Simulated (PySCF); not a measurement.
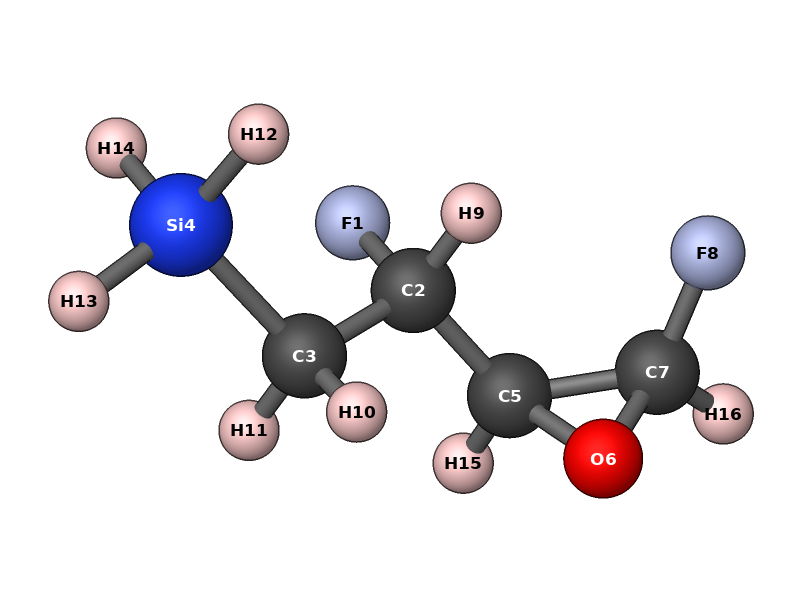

Computed geometry: GFN2-xTB optimisation. No frequency run is at hand to confirm it as a minimum. Level of theory: GIAO PBE0/pcSseg-1 NMR shielding, non-relativistic, gas phase (PySCF 2.14.0). Principal shieldings σ11 ≤ σ22 ≤ σ33, span Ω = σ33 − σ11, skew κ = 3(σiso − σ22)/Ω.

Give the shielding tensors of the Si atoms.

| atom | σ11 | σ22 | σ33 | σiso | Ω | κ |
| --- | --- | --- | --- | --- | --- | --- |
| Si4 | 399.8 | 413.9 | 459.2 | 424.3 | 59.4 | 0.53 |

Shieldings and span in ppm.

The geometry is semi-empirical. Around Si such bond lengths and angles can be off by a tenth of an ångström or more and by several degrees, and values that hang on the shape move with them.
